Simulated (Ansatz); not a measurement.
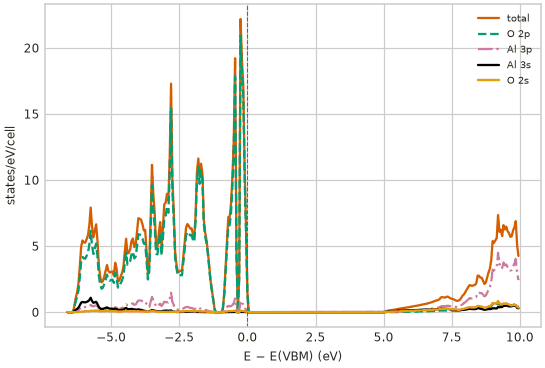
Figure. Total and projected density of states of Al2O3 in space group Cmc2_1 (No. 36; Al on 8b, O on 4a, O on 8b), r²SCAN (plane waves, PAW; program Ansatz)

### Question
Which orbitals carry the states next to the gap?

### Answer
Top 1 eV of the valence band: O 2p 93 %. Bottom 1 eV of the conduction band: Al 3s 45 %, O 2s 25 %, Al 3p 19 %, O 2p 5 %. Projections are on Löwdin-orthogonalised atomic valence shells; empty p or d shells of many metals are not among them.

### Question
Where is the tallest occupied peak in this window, and what makes it?

### Answer
Near -0.3 eV, about 22 states/eV per cell; the largest projected share is O 2p.

The first step of the workflow began from a Materials Project structure, measured or hypothetical; the Crystallography Open Database copy checked does not list it. It is not the phase usual at ambient conditions (space group No. 167). The cell was relaxed with r²SCAN under the symmetry of its start; whether a distortion lowers the energy is not shown.

Potentials: the later of the program's two PAW sets.
